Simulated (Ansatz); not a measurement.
# Sc3CrN, from a guessed structure to a relaxed one

Starting from a made-up structure for Sc3CrN, the aim is the relaxed cell, its shortest contacts and, where a second run follows, its electronic structure.

Program: Ansatz 0.2.0. Level of theory: DFT, PBE, plane-wave PAW, files of the set soft_1, scalar-relativistic, ferromagnetic start, cell and ions relaxed at zero pressure; PAW set soft_1, in the first sound run; inputs show where later runs differ. Results are calculated unless marked as measured.

## (1) The structure

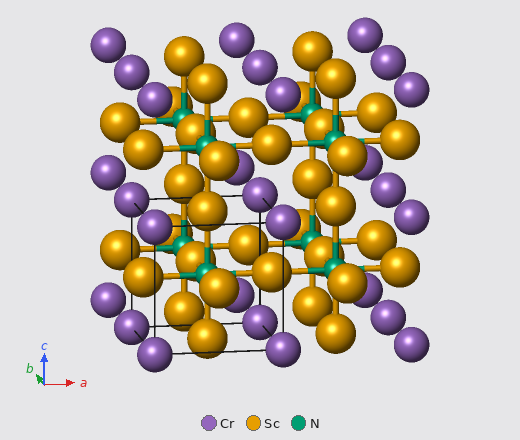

The starting structure, seen slightly off an axis (chromium purple, scandium orange, nitrogen teal). 2×2×2 cells are drawn. Some periodic images of atoms are drawn too.

As a file:

```
Cr Sc N
1.0
     4.25900    0.00000    0.00000
     0.00000    4.25900    0.00000
     0.00000    0.00000    4.25900
Cr Sc N
1 3 1
Cartesian
  0.0000 0.0000 0.0000
  2.1295 0.0000 2.1295
  0.0000 2.1295 2.1295
  2.1295 2.1295 0.0000
  2.1295 2.1295 2.1295
```

## (2) Relaxing cell and atoms

The guess takes its coordinates from another compound and its volume from a rule, so the cell and any free coordinates are relaxed together.

input.yaml

```yaml
crystal:
  lattice:
    - [4.259, 0.0, 0.0]
    - [0.0, 4.259, 0.0]
    - [0.0, 0.0, 4.259]
  atoms:
    - { symbol: Cr, position: [0.0, 0.0, 0.0], spin: 3.0 }
    - { symbol: Sc, position: [0.5, 0.0, 0.5] }
    - { symbol: Sc, position: [0.0, 0.5, 0.5] }
    - { symbol: Sc, position: [0.5, 0.5, 0.0] }
    - { symbol: "N", position: [0.5, 0.5, 0.5] }
magnetization:
  spin_polarized: true
kpoints:
  mp_grid: { grid: [6, 6, 6] }
scf:
  occupations: { method: fermi_dirac, width: 0.05 }
hamiltonian:
  xc: pbe
  pseudopotentials: { kind: paw, azcp: { folder: soft_1 } }
relax:
  f_tol: 0.015
  max_steps: 70
  cell: {}
output:
  forces: true
  stress: true
```

Run with:

```bash
$ ansatz run input.yaml --threads 4 --pin off --max-ram 8192MiB --backend cpu --events-out ev --progress --plain --runs-dir out
```

Numbers of over 12 decimals in the logs are rounded to 6 here.

The log of the run:

```text
Engine: ansatz 0.2.0, aarch64-unknown-linux-gnu
Pseudopotentials: kind: paw
Pseudopotential: Cr, paw, valence charge 14, recommended cutoff 420 eV (normal), soft_1/Cr.paw.azcp
Pseudopotential: Sc, paw, valence charge 11, recommended cutoff 420 eV (normal), soft_1/Sc.paw.azcp
Pseudopotential: N, paw, valence charge 5, recommended cutoff 420 eV (normal), soft_1/N.paw.azcp
Functional definition: PBE
  parameter kappa = 0.804
  parameter beta = 0.066725
  exchange = pbe_x(kappa = kappa, mu = beta*pi^2/3)
  correlation = pbe_c(beta = beta)
Crystal: 5 atoms, lattice volume = 77.254 Å³
Basis set: ecut = 420 eV, 1503 PW (Γ), exchange–correlation on 60×60×60 points (8 copies of the dense FFT grid, shifted against one another)
Bands: 33, of which v1, the nominal top of the filled ones, is band 26 counted from 1 (25 counted from 0)
Symmetry: 48 space group operations
Space group: Pm-3m (ITA 221), of the structure as read, at distance tolerance 4.3e-5 Å
Magnetic group: BNS 221.92 (UNI 1594), of the structure as read, at distance tolerance 4.3e-5 Å
k-points: 20 of 216
Non-local potential: Cr, projectors of the file, l = 0: 3, l = 1: 2, l = 2: 3, l = 3: 1
Non-local potential: Sc, projectors of the file, l = 0: 3, l = 1: 2, l = 2: 3, l = 3: 1
Non-local potential: N, projectors of the file, l = 0: 2, l = 1: 2, l = 2: 1
PAW form: soft (Blöchl's): semilocal exchange-correlation on the pseudo side does not see the compensation charge
PAW one-centre angular grid: Cr, 590 points (default); XC on 64 Gauss nodes
PAW one-centre angular grid: Sc, 590 points (default); XC on 64 Gauss nodes
PAW one-centre angular grid: N, 110 points (default); XC on 64 Gauss nodes
Initial density: superposition of atomic densities (chi_scale 0.1, normalization cell, long waves kept (reshape's long-wave potential 0.01 eV rms))
Starting moments: Σ|m| = 3 μB on 1 of 5 sites
Initial wavefunctions: pseudopotential atomic-orbital guess
Functional: x = pbe(κ = 0.804, μ = 0.219515), c = pbe(β = 0.066725)
SCF iter   1: F=—  HF=-10168.895696 eV  |F-HF|=—  |Δ(HF+E_count)|=         —  Δρ=9.18e-2 (↑9.18e-2 ↓5.29e-2)  dr2=2.30e1  dr2_m=2.92e-1  M=2.830 μB ∫|m|=3.045 μB  β_m=0.30  ethr=3.10e-3  ⟨swp⟩=4.3  Hψ=4232  notcnv=0
Mixer restart at iter 1: flushing history
preconditioner: auto → Kerker (q_TF=auto, 2.554 Å⁻¹)  [metal: Δε(μ)=0.001 eV  Ē_g=5.422 eV  σ=0.050 eV  W_gap=0.00  n_scr=18 (ndim 8)  ℏωp=18.9 eV  f_vac=0.000  D(μ)=6.07/eV (n_scr^D=80)]
spin=Collinear: Kerker preconditioning applied to the charge; magnetization (m = ρ↑ − ρ↓) channel mixes plain (no charge-response kernel on spin).
SCF iter   2: F=—  HF=-10171.640641 eV  |F-HF|=—  |Δ(HF+E_count)|=    2.74e0  Δρ=2.07e-2 (↑1.60e-2 ↓2.07e-2)  dr2=1.32e0  dr2_m=5.06e-2  M=2.768 μB ∫|m|=3.260 μB  β_m=0.32  ethr=3.10e-3  ⟨swp⟩=3.6  Hψ=3455  notcnv=0  defer=24
SCF iter   3: F=—  HF=-10171.448826 eV  |F-HF|=—  |Δ(HF+E_count)|=   1.92e-1  Δρ=1.38e-2 (↑1.38e-2 ↓1.34e-2)  dr2=3.15e-1  dr2_m=5.59e-2  M=2.783 μB ∫|m|=3.347 μB  β_m=0.63  ethr=2.53e-3  ⟨swp⟩=2.5  Hψ=1911  notcnv=0  defer=21
SCF iter   4: F=—  HF=-10171.422639 eV  |F-HF|=—  |Δ(HF+E_count)|=   2.62e-2  Δρ=1.26e-2 (↑1.26e-2 ↓2.46e-3)  dr2=1.60e-1  dr2_m=2.78e-2  M=2.799 μB ∫|m|=3.598 μB  β_m=0.68  ethr=6.06e-4  ⟨swp⟩=2.9  Hψ=2393  notcnv=0  defer=16
SCF iter   5: F=—  HF=-10171.533660 eV  |F-HF|=—  |Δ(HF+E_count)|=         —  Δρ=1.79e-2 (↑1.79e-2 ↓7.50e-3)  dr2=1.31e-1  dr2_m=1.12e-1  M=3.084 μB ∫|m|=3.965 μB  β_m=0.68  ethr=3.08e-4  ⟨swp⟩=2.5  Hψ=1988  notcnv=0  defer=16
Mixer restart at iter 5: flushing history
SCF iter   6: F=—  HF=-10171.529241 eV  |F-HF|=—  |Δ(HF+E_count)|=   4.42e-3  Δρ=3.70e-3 (↑3.44e-3 ↓3.70e-3)  dr2=2.07e-2  dr2_m=1.14e-3  M=2.979 μB ∫|m|=3.950 μB  β_m=0.65  ethr=2.52e-4  ⟨swp⟩=3.4  Hψ=2690  notcnv=0  defer=16
SCF iter   7: F=—  HF=-10171.531490 eV  |F-HF|=—  |Δ(HF+E_count)|=   2.25e-3  Δρ=5.50e-3 (↑5.50e-3 ↓2.09e-3)  dr2=1.31e-2  dr2_m=1.00e-2  M=3.052 μB ∫|m|=4.038 μB  β_m=0.68  ethr=3.98e-5  ⟨swp⟩=2.7  Hψ=2980  notcnv=0  defer=19
SCF iter   8: F=—  HF=-10171.528786 eV  |F-HF|=—  |Δ(HF+E_count)|=   2.70e-3  Δρ=7.02e-4 (↑3.71e-4 ↓7.02e-4)  dr2=9.54e-4  dr2_m=4.17e-5  M=3.028 μB ∫|m|=4.063 μB  β_m=0.84  ethr=2.52e-5  ⟨swp⟩=2.5  Hψ=1892  notcnv=0  defer=21
SCF iter   9: F=—  HF=-10171.529432 eV  |F-HF|=—  |Δ(HF+E_count)|=   6.46e-4  Δρ=3.44e-4 (↑3.44e-4 ↓1.77e-4)  dr2=3.15e-4  dr2_m=6.66e-6  M=3.031 μB ∫|m|=4.075 μB  β_m=0.86  ethr=1.83e-6  ⟨swp⟩=2.0  Hψ=1692  notcnv=0  defer=21
SCF iter  10: F=—  HF=-10171.529404 eV  |F-HF|=—  |Δ(HF+E_count)|=   2.83e-5  Δρ=1.86e-4 (↑1.86e-4 ↓1.20e-4)  dr2=4.27e-5  dr2_m=4.95e-6  M=3.035 μB ∫|m|=4.081 μB  β_m=0.80  ethr=6.05e-7  ⟨swp⟩=2.0  Hψ=1762  notcnv=0  defer=21
SCF iter  11: F=—  HF=-10171.529341 eV  |F-HF|=—  |Δ(HF+E_count)|=   6.26e-5  Δρ=8.26e-5 (↑8.26e-5 ↓4.60e-5)  dr2=4.80e-6  dr2_m=1.82e-6  M=3.034 μB ∫|m|=4.081 μB  β_m=0.90  ethr=8.20e-8  ⟨swp⟩=2.0  Hψ=1718  notcnv=0  defer=21
SCF iter  12: F=—  HF=-10171.529343 eV  |F-HF|=—  |Δ(HF+E_count)|=   1.27e-6  Δρ=1.66e-5 (↑1.66e-5 ↓8.55e-6)  dr2=2.54e-7  dr2_m=8.95e-8  M=3.032 μB ∫|m|=4.082 μB  β_m=0.95  ethr=9.23e-9  ⟨swp⟩=2.0  Hψ=2236  notcnv=0  defer=21
SCF iter  13: F=—  HF=-10171.529343 eV  |F-HF|=—  |Δ(HF+E_count)|=   3.97e-8  Δρ=6.00e-6 (↑5.07e-6 ↓6.00e-6)  dr2=9.07e-9  dr2_m=1.99e-8  M=3.032 μB ∫|m|=4.082 μB  β_m=0.98  ethr=4.88e-10  ⟨swp⟩=2.0  Hψ=1700  notcnv=0  defer=21
SCF iter  14: F=-10171.529343 eV  HF=-10171.529343 eV  |F-HF|=5.02e-8  |Δ(HF+E_count)|=   5.38e-8  Δρ=5.10e-6 (↑5.10e-6 ↓3.16e-6)  dr2=5.86e-8  dr2_m=3.38e-9  M=3.031 μB ∫|m|=4.082 μB  ethr=1.74e-11  ⟨swp⟩=1.1  Hψ=3868  notcnv=0
SCF 1 converged in 14 iterations: F = -10171.529343 eV  dr2 = 5.86e-8
  greatest PAW one-centre occupation: 1.000 electrons in one spin orbital (limit 2), on the Cr atom at site 0 (counted from 0), in its partial waves of l = 0
relax step   1: F+E_penalty+E_count = -10171.52934274 eV  Δ(F+E_penalty+E_count) = +0.000e0 eV  max|allowed force component| = 2.871e-29 eV/Å  Δτ_max = 0.0000 Å  P = +15.610 GPa  Ω = 77.254 Å³  (14 SCF iters, dr2 threshold 1.00e-7 eV, accepted)
Crystal: 5 atoms, lattice volume = 88.591 Å³
Basis set: ecut = 420 eV, 1743 PW (Γ), exchange–correlation on 60×60×60 points (8 copies of the dense FFT grid, shifted against one another)
Initial density: handed on by an earlier stage of this run
Starting moments: Σ|m| = 3 μB on 1 of 5 sites; this step starts from the density that it was given
Initial wavefunctions: those handed on with the density
iter 1 solved again at ethr=2.50e-3 eV; its pass at ethr=3.10e-3 eV (dr2=1.30e0 eV) is discarded
[...]
SCF iter   6: F=—  HF=-10171.996992 eV  |F-HF|=—  |Δ(HF+E_count)|=   1.05e-5  Δρ=4.78e-5 (↑4.78e-5 ↓3.45e-5)  dr2=1.06e-6  dr2_m=1.05e-6  M=4.236 μB ∫|m|=4.591 μB  β_m=0.95  ethr=5.07e-9  ⟨swp⟩=2.2  Hψ=2425  notcnv=0
SCF iter   7: F=—  HF=-10171.996994 eV  |F-HF|=—  |Δ(HF+E_count)|=   2.08e-6  Δρ=3.70e-5 (↑3.70e-5 ↓2.85e-5)  dr2=2.01e-6  dr2_m=5.73e-7  M=4.231 μB ∫|m|=4.589 μB  β_m=0.97  ethr=2.03e-9  ⟨swp⟩=2.5  Hψ=2290  notcnv=0
SCF iter   8: F=—  HF=-10171.996995 eV  |F-HF|=—  |Δ(HF+E_count)|=   1.24e-6  Δρ=1.84e-5 (↑1.84e-5 ↓1.34e-5)  dr2=4.42e-7  dr2_m=1.64e-7  M=4.227 μB ∫|m|=4.587 μB  β_m=0.99  ethr=2.03e-9  ⟨swp⟩=2.5  Hψ=2335  notcnv=0
SCF iter   9: F=—  HF=-10171.996996 eV  |F-HF|=—  |Δ(HF+E_count)|=   9.44e-7  Δρ=8.29e-6 (↑8.29e-6 ↓2.63e-6)  dr2=1.06e-7  dr2_m=1.59e-8  M=4.221 μB ∫|m|=4.585 μB  β_m=0.99  ethr=8.51e-10  ⟨swp⟩=2.0  Hψ=2252  notcnv=0
SCF iter  10: F=-10171.996996 eV  HF=-10171.996996 eV  |F-HF|=1.65e-8  |Δ(HF+E_count)|=   1.25e-7  Δρ=3.07e-6 (↑3.07e-6 ↓7.25e-7)  dr2=1.77e-8  dr2_m=1.45e-9  M=4.220 μB ∫|m|=4.585 μB  ethr=2.04e-10  ⟨swp⟩=1.2  Hψ=3247  notcnv=0
SCF 3 converged in 10 iterations: F = -10171.996996 eV  dr2 = 1.77e-8
relax step   3: F+E_penalty+E_count = -10171.99699623 eV  Δ(F+E_penalty+E_count) = -1.182e-3 eV  max|allowed force component| = 6.732e-30 eV/Å  Δτ_max = 0.0000 Å  P = -0.097 GPa  Ω = 88.126 Å³  energy of the carried Pulay correction = -4.895e-3 eV  (10 SCF iters, dr2 threshold 5.00e-7 eV, accepted)
[...]
relax step   4: F+E_penalty+E_count = -10171.99706273 eV  Δ(F+E_penalty+E_count) = -6.650e-5 eV  max|allowed force component| = 1.381e-29 eV/Å  Δτ_max = 0.0000 Å  P = +0.001 GPa  Ω = 88.034 Å³  energy of the carried Pulay correction = -4.856e-3 eV  (10 SCF iters, dr2 threshold 2.34e-8 eV, accepted)
[...]
relax step   5: F+E_penalty+E_count = -10172.00625632 eV  Δ(F+E_penalty+E_count) = -9.194e-3 eV  max|allowed force component| = 8.651e-30 eV/Å  Δτ_max = 0.0000 Å  P = +0.157 GPa  Ω = 88.034 Å³  stress off target by 1.57e-1 GPa  SCF on the basis re-selected at this cell (its energy is not comparable with the rows above)  (13 SCF iters)
[...]
relax step   6: F+E_penalty+E_count = -10172.00627230 eV  Δ(F+E_penalty+E_count) = -1.598e-5 eV  max|allowed force component| = 9.230e-30 eV/Å  Δτ_max = 0.0000 Å  P = +0.004 GPa  Ω = 88.183 Å³  energy of the carried Pulay correction = -5.869e-5 eV  (10 SCF iters, dr2 threshold 6.18e-8 eV, accepted)
iter 1 solved again at ethr=6.32e-8 eV; its pass at ethr=3.10e-3 eV (dr2=3.29e-5 eV) is discarded
SCF iter   1: F=—  HF=-10172.006300 eV  |F-HF|=—  |Δ(HF+E_count)|=         —  Δρ=1.11e-6 (↑1.11e-6 ↓8.53e-7)  dr2=9.22e-10  dr2_m=1.57e-10  M=4.230 μB ∫|m|=4.590 μB  β_m=0.65  ethr=6.32e-8  ⟨swp⟩=3.3  Hψ=7592  notcnv=0
eigensolver tolerance schedule: the retry pair's looser diagonalisation over-reported the residual by 35672.97 of it (diagonalisation noise at 2.67 of the residual, at the tolerance the schedule requests for it); recorded, not acted on — ethr = c·dr2/N_el stays at c = 1.0e-1
preconditioner: auto → Kerker (q_TF=auto, 2.051 Å⁻¹)  [metal: Δε(μ)=0.034 eV  Ē_g=4.834 eV  σ=0.050 eV  W_gap=0.16  n_scr=18 (ndim 8)  ℏωp=17.7 eV  f_vac=0.000  D(μ)=7.01/eV (n_scr^D=80)]
spin=Collinear: Kerker preconditioning applied to the charge; magnetization (m = ρ↑ − ρ↓) channel mixes plain (no charge-response kernel on spin).
SCF iter   2: F=—  HF=-10172.006299 eV  |F-HF|=—  |Δ(HF+E_count)|=   5.94e-7  Δρ=4.73e-7 (↑4.73e-7 ↓3.64e-7)  dr2=1.41e-10  dr2_m=3.41e-11  M=4.230 μB ∫|m|=4.590 μB  β_m=0.46  ethr=1.77e-12  ⟨swp⟩=3.2  Hψ=2770  notcnv=0
SCF iter   3: F=—  HF=-10172.006299 eV  |F-HF|=—  |Δ(HF+E_count)|=  2.84e-10  Δρ=2.54e-7 (↑2.47e-7 ↓2.54e-7)  dr2=2.45e-11  dr2_m=1.57e-11  M=4.230 μB ∫|m|=4.590 μB  β_m=0.61  ethr=1.00e-12  ⟨swp⟩=1.9  Hψ=1505  notcnv=0
SCF iter   4: F=—  HF=-10172.006299 eV  |F-HF|=—  |Δ(HF+E_count)|=  1.96e-10  Δρ=1.23e-7 (↑1.23e-7 ↓1.09e-7)  dr2=1.01e-11  dr2_m=8.37e-12  M=4.230 μB ∫|m|=4.590 μB  β_m=0.81  ethr=1.00e-12  ⟨swp⟩=1.0  Hψ=1320  notcnv=0
SCF iter   5: F=—  HF=-10172.006299 eV  |F-HF|=—  |Δ(HF+E_count)|=  8.19e-11  Δρ=1.12e-7 (↑8.71e-8 ↓1.12e-7)  dr2=6.48e-12  dr2_m=6.95e-12  M=4.230 μB ∫|m|=4.590 μB  β_m=0.90  ethr=1.00e-12  ⟨swp⟩=1.3  Hψ=1346  notcnv=0
SCF iter   6: F=-10172.006299 eV  HF=-10172.006299 eV  |F-HF|=1.82e-12  |Δ(HF+E_count)|=  3.82e-11  Δρ=9.57e-8 (↑9.57e-8 ↓7.81e-8)  dr2=4.65e-12  dr2_m=5.02e-12  M=4.230 μB ∫|m|=4.590 μB  ethr=1.00e-12  ⟨swp⟩=2.4  Hψ=3842  notcnv=0
SCF 7 converged in 6 iterations: F = -10172.006299 eV  dr2 = 4.65e-12
relax step   7: F+E_penalty+E_count = -10172.00629949 eV  Δ(F+E_penalty+E_count) = -2.719e-5 eV  max|allowed force component| = 5.154e-30 eV/Å  Δτ_max = 0.0000 Å  P = +0.004 GPa  Ω = 88.183 Å³  stress off target by 3.96e-3 GPa  SCF on the basis re-selected at this cell (its energy is not comparable with the rows above)  (6 SCF iters)
basis re-selected at this cell: Δ(F+E_penalty+E_count) = -2.719e-5 eV, ΔP = +0.000 GPa vs the last step (what re-selecting the basis moved, of the pressure what is left beyond the Pulay correction that the steps carried, after the strain that the cell walked since its last selection, with what the two solves' SCF thresholds leave and, on support functions, any second-order correction that the steps lacked; it is no m [...]
SCF converged after 6 iterations
Magnetization: 4.2298 μB (28.1149 up, 23.8851 down)
Absolute magnetization: 4.6320 μB (∫|ρ↑−ρ↓|, with the PAW one-centre terms)
Spin contamination: 0.4198 ħ² per cell (⟨S²⟩ above its minimum at these occupations)
Per-site moments (μB) at R_I (Å): [(3.739171, 1.298285), (-0.00599504, 0.918026), (-0.00599504, 0.918026), (-0.00599504, 0.918026), (0.032201, 0.918026)]
Free energy (F): -10172.006299 eV
Harris-Foulkes:  -10172.006299 eV  (|F-HF|=1.82e-12)
Internal energy: -10171.950127 eV  (E = F + TS)
E sigma→0 (E₀):  -10171.978213 eV
Entropy (-TS):   -0.056172 eV (-11.234 meV/atom)
Fermi energy:    10.991343 eV
--- Per-component energies (eV) ---
  E_band       = -689.626923
  E_kinetic    = 1049.574923
  E_local      = -4122.185507  (includes V_loc(G=0)·N_el)
  E_nonlocal   = 510.378754
  E_hartree    = 1612.322997
  E_xc         = -431.296042
  E_vxc        = -537.207029  (∫ρ·V_xc dr)
  E_paw        = -4322.927164  (= ΣΔE_a)
  E_vpaw       = -814.835687  (= ΣTr[D̂ρ^β])
  E_aug_tail   = 0.001602  (compensation charges beyond the density's cutoff)
  E_ewald      = -4467.819691
  E_smearing   = -0.056172  (= −TS)
  E_closure    = -0.000000  (closes the sum)
  Σ components = -10172.006299   (vs F -10172.006299, Δ=0.00e0)
--- Forces (eV/Å), atoms counted from 1 ---
  atom   1  Cr     0.00000000    -0.00000000    -0.00000000
  atom   2  Sc     0.00000000     0.00000000     0.00000000
  atom   3  Sc     0.00000000     0.00000000    -0.00000000
  atom   4  Sc    -0.00000000     0.00000000     0.00000000
  atom   5  N     -0.00000000    -0.00000000     0.00000000
  max |Σ_I F_I| component: 6.44e-30 eV/Å
--- Stress (GPa, compression-positive) ---
        0.003956       0.000000      -0.000000
        0.000000       0.003956      -0.000000
       -0.000000      -0.000000       0.003956
  P = ⅓ Tr σ = 0.0040 GPa (0.040 kbar)
--- Relaxed structure (5 steps of the walk, 5 accepted, 2 SCFs on fresh bases) ---
  F+E_penalty+E_count = -10172.00629949 eV   max|allowed force component| = 5.154e-30 eV/Å   (the final SCF, on the basis selected at the relaxed cell)
  cell:  # Å, volume = 88.1826 Å³
    - [4.451035, 0, 0]
    - [0, 4.451035, 0]
    - [0, 0, 4.451035]
  atoms:
    - { symbol: Cr, position: [0, 0, 0] }
    - { symbol: Sc, position: [0.5, 0, 0.5] }
    - { symbol: Sc, position: [0, 0.5, 0.5] }
    - { symbol: Sc, position: [0.5, 0.5, 0] }
    - { symbol: N, position: [0.5, 0.5, 0.5] }
```

Elapsed: 17 s, on 4 threads of Arm Neoverse V2, shared host; peak memory 0.45 GiB.

Step by step:

```
step  energy less that of the first step (eV)  largest force component (eV/Å)  pressure (GPa)  volume (Å³)
   1                                   0.0000                          0.0000           15.61        77.25
   2                                  -0.4665                          0.0000           -0.58        88.59
   3                                  -0.4677                          0.0000           -0.10        88.13
   4                                  -0.4677                          0.0000            0.00        88.03
  5*                                  -0.4769                          0.0000            0.16        88.03
   6                                  -0.4769                          0.0000            0.00        88.18
  7*                                  -0.4770                          0.0000            0.00        88.18
```

Relaxation steps marked * repeat the geometry before them on a plane-wave basis chosen anew for their cell, so energy and pressure can jump there.

The run keeps the 48 symmetry operations that it works with, so distortions that break them were not tested.

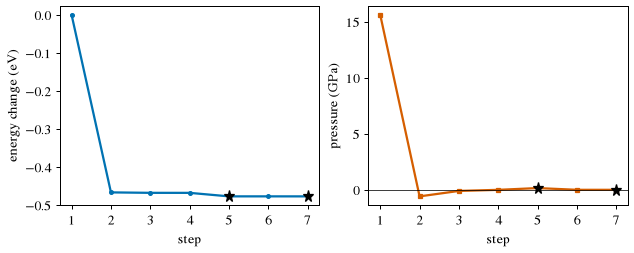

Energy and pressure along the relaxation. Stars mark steps on a basis chosen anew.

| conventional cell, symmetrised | before | after | change |
| --- | --- | --- | --- |
| a (Å) | 4.259 | 4.451 | +4.5 % |
| b (Å) | 4.259 | 4.451 | +4.5 % |
| c (Å) | 4.259 | 4.451 | +4.5 % |
| volume (Å³/atom) | 15.45 | 17.64 | +14.1 % |

The relaxed structure:

```cif
data_structure
_symmetry_space_group_name_H-M 'P 1'
_symmetry_Int_Tables_number 1
_cell_length_a 4.4510
_cell_length_b 4.4510
_cell_length_c 4.4510
_cell_angle_alpha 90.000
_cell_angle_beta 90.000
_cell_angle_gamma 90.000
_cell_volume 88.18
loop_
_atom_site_label
_atom_site_type_symbol
_atom_site_fract_x
_atom_site_fract_y
_atom_site_fract_z
_atom_site_occupancy
Cr1 Cr 0.00000 0.00000 0.00000 1
Sc2 Sc 0.50000 0.00000 0.50000 1
Sc3 Sc 0.00000 0.50000 0.50000 1
Sc4 Sc 0.50000 0.50000 0.00000 1
N5 N 0.50000 0.50000 0.50000 1
```

This step gave:

| Item | Value |
| --- | --- |
| free energy | -10172.0063 eV |
| energy at zero smearing | -10171.9782 eV |
| smearing term TS | 0.05617 eV |
| Fermi energy | 10.99 eV |
| magnetization | 4.230 μB |
| absolute magnetization | 4.632 μB |
| site moments | 3.739, -0.005995, -0.005995, -0.005995, 0.03220 μB |
| electrons | 52 |
| symmetry operations | 48 |
| pressure | 0.003956 GPa |

Site moment by atom:

```
atom  site moment (μB)
 Cr1              3.74
 Sc2             -0.01
 Sc3             -0.01
 Sc4             -0.01
  N5              0.03
```

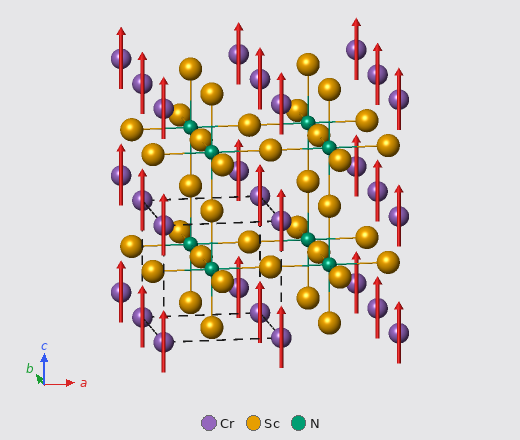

Site moment as arrows, the longest 3.74 μB. Up and down stand for the sign. Arrows give size and sign along the axis of quantisation, drawn up and down the page. 2×2×2 cells are drawn. Some periodic images of atoms are drawn too.

The shortest distance of each pair, which need not be the same contact before and after:

```
 pair  guess (Å)  relaxed (Å)
 N–Sc      2.130        2.226
Cr–Sc      3.012        3.147
Sc–Sc      3.012        3.147
 Cr–N      3.688        3.855
Cr–Cr      4.259        4.451
```

The relaxation ends with a pressure of 0.00 GPa.

[end of part 1 of 2]

[Logs are printed without paths, hosts, clocks, repeated set-up lines and the standing remarks that a program may print on its own settings, such as how far it seeks lower states.]

[Hosts, paths, dates, database ids (printed as entryN), source tags and the programs' standing remarks are cut or masked in the printed files.]
